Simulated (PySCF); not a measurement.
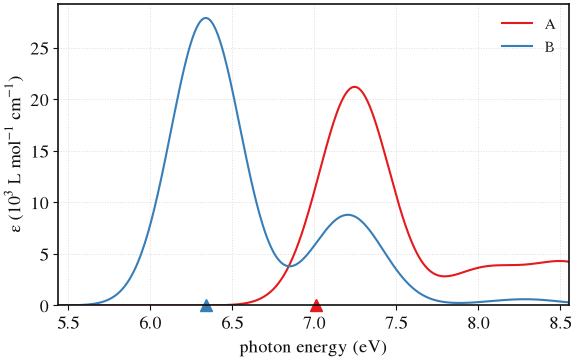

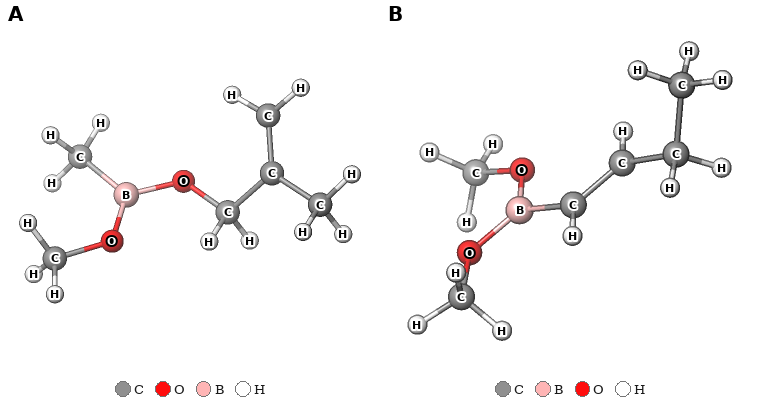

Related molecules: A is C₆H₁₃BO₂, SMILES C=C(C)COB(C)OC; B is C₆H₁₃BO₂, SMILES CC/C=C/B(OC)OC. Vertical TDDFT absorption, ωB97X-D/def2-SVPD with PySCF 2.14.0, at a PBE0-D3(BJ)/def2-SVP geometry (no frequency check); Gaussians of 1/e half-width 0.30 eV, triangles mark S1, and the range ends where the computed states of one molecule run out.

How does the lowest singlet move?

A: 7.01 eV (f = 0.009, mainly HOMO → LUMO (50 %)); B: 6.34 eV (f = 0.516, mainly HOMO → LUMO (97 %)). From A to B it shifts 0.67 eV to the red, but one of these states is bright and the other nearly dark, so it isn't one band that moves.

And the brightest state of each within the range drawn?

A: S2 at 7.25 eV, f = 0.39; B: S1 at 6.34 eV, f = 0.52.

Limits of at least one run: core orbitals are frozen in the response; one conformer of a flexible molecule.
